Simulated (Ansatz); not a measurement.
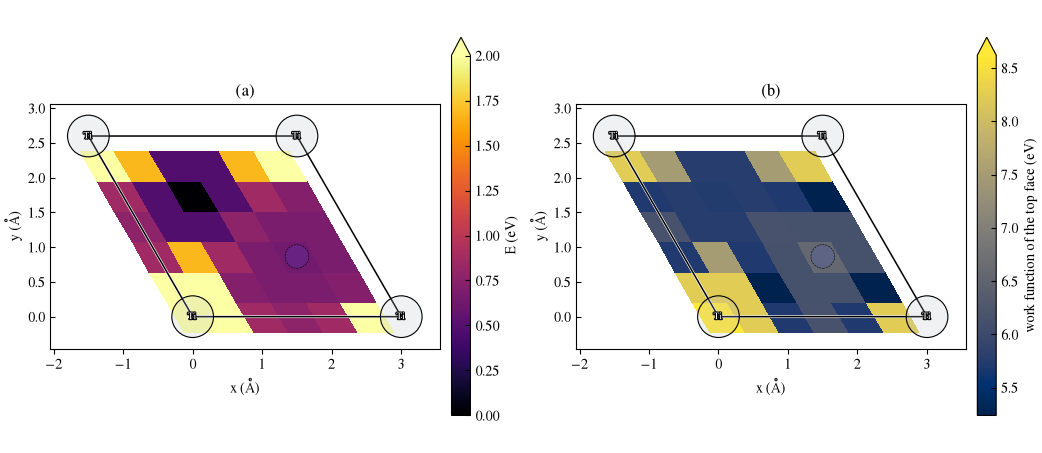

O on a TiN(111) slab cut from the Fm-3m phase, its upper half relaxed before the scan (6 atoms of substrate and one adsorbate in a 1 × 1 cell). 
- O is moved over the surface cell; relaxed at each place: the height of the adsorbate's atoms and the top layer of the substrate; the origin of the map has the adsorbate above Ti6.
- Places are given modulo a cell vector. The map is drawn in real space over the plane of the surface.
- The grid has 6 × 6 points; 12 points were computed and 24 follow by symmetry.
- Energies: eV, counted from the lowest grid point.
- With one adsorbate in each 1 × 1 cell, its nearest image is 3.0 Å away, so neighbouring adsorbates interact. The runs have no spin polarisation; a magnetic state may lie lower.
- Theory: DFT PBE, scalar-relativistic, plane waves, PAW (Ansatz). Settings: cutoff 420 eV, k-mesh 9×9×1, gaussian smearing 0.1 eV, no spin polarisation.

Panel (a) is the energy and panel (b) the computed work function of the top face on the same grid.

In the figure: one coloured cell a grid point, labelled circles for the atoms of the top layer and small ones for the second layer, the outline of one cell of the plane, one colour for all values above the top of the scale.

How does the work function of the top face vary over the map, and what is it at the lowest grid point?

Answer. It runs from 5.24 eV at (5/6, 4/6) of the cell vectors [nearest 1 Ti at 1.85 Å] to 8.62 eV at the top site over a surface Ti atom, (0/6, 0/6) of the cell vectors. At the lowest grid point, a threefold hollow over a third-layer Ti atom, (2/6, 4/6) of the cell vectors, it is 5.73 eV.

PAW datasets: the set soft_1.
